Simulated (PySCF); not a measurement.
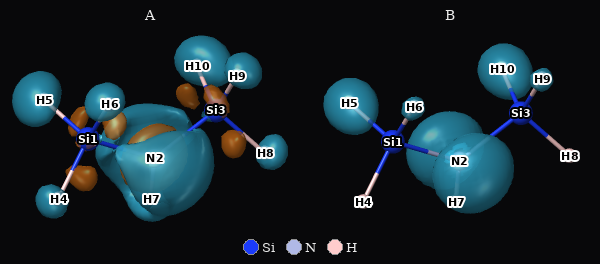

Figure. H7NSi2, SMILES `[SiH3]N[SiH3]`. The Fukui function f⁻ from two separate SCF calculations and the density of the HOMO, at ±0.03 e/Å³ (light blue positive, orange negative).

Method: ωB97X/def2-TZVP; geometry: GFN2-xTB; program: PySCF. No frequency check shows the geometry to be a minimum.

Cartesian coordinates (Å):

```
Si1     -1.5618    0.1386   -0.0043
N2      -0.0001   -0.6082    0.0473
Si3      1.5618    0.1386   -0.0043
H4      -2.5164   -0.9183    0.3325
H5      -1.8640    0.6847   -1.3336
H6      -1.5550    1.2176    0.9802
H7      -0.0000   -1.5919   -0.1684
H8       2.5164   -0.9183    0.3325
H9       1.5551    1.2176    0.9802
H10      1.8640    0.6847   -1.3336
```

**Which panel is which, and how good is the frozen-orbital picture?**

A is f⁻ (it has negative regions), B the HOMO density. The HOMO lies on N2 (51 %), Si1 and Si3 (11 % each) and H5 and H10 (7 % each); f⁻ (Hirshfeld-condensed) is largest on N2 (0.29); the vertical ionisation energy is 9.65 eV (the stability of the cation's solution wasn't checked). Relaxation shifts 23 % of the electron between atoms. The orbital energy is −9.82 eV.

Cost of the run: 54 s on 1 thread of Arm Neoverse V1 (shared host), peak memory 0.65 GiB.
